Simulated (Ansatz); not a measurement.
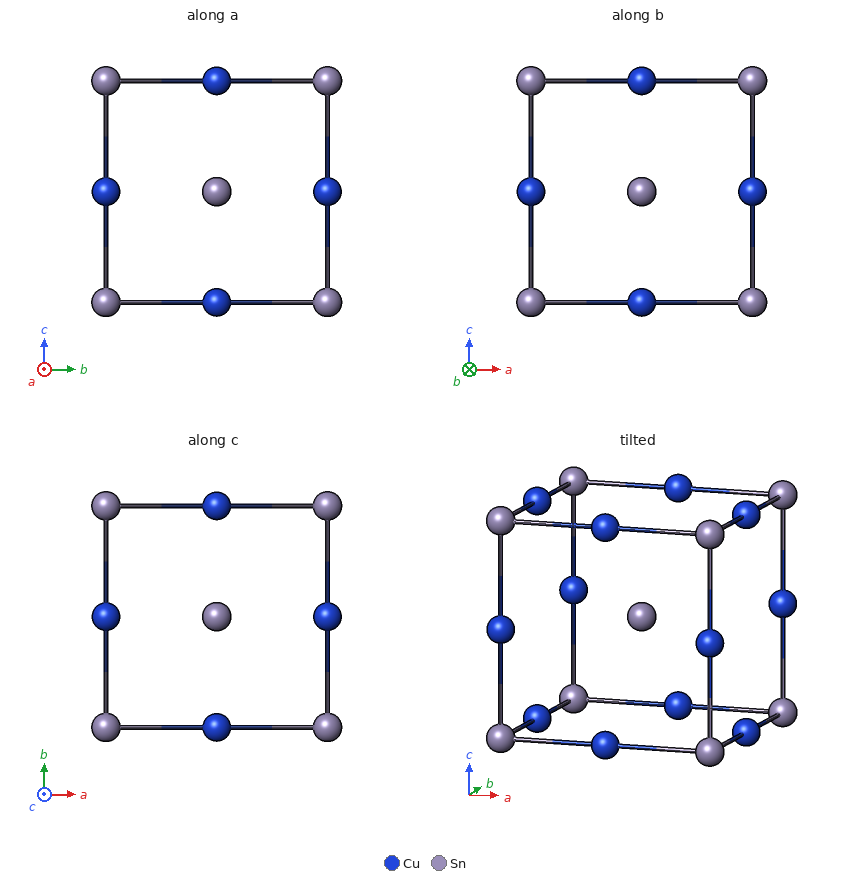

Ball-and-stick drawing of the structure, looking along the a axis, along the b axis, along the c axis and slightly off an axis. The lines enclose the conventional unit cell; boundary atoms appear with their images.

Lattice parameters: a = 4.850 Å, b = 4.850 Å, c = 4.850 Å, α = 90.00°, β = 90.00°, γ = 90.00°.

### Turn the picture into a table of Wyckoff sites.

Space group Pm-3m (No. 221).
| atom | site | x | y | z |
| --- | --- | --- | --- | --- |
| Cu | 3d | 0.5000 | 0.0000 | 0.0000 |
| Sn | 1a | 0.0000 | 0.0000 | 0.0000 |
| Sn | 1b | 0.5000 | 0.5000 | 0.5000 |

The initial geometry was a random cell made by a generator, so it need not be a real form of the compound. Atoms and cell were optimised with DFT PBE, scalar-relativistic, plane waves, PAW in Ansatz.
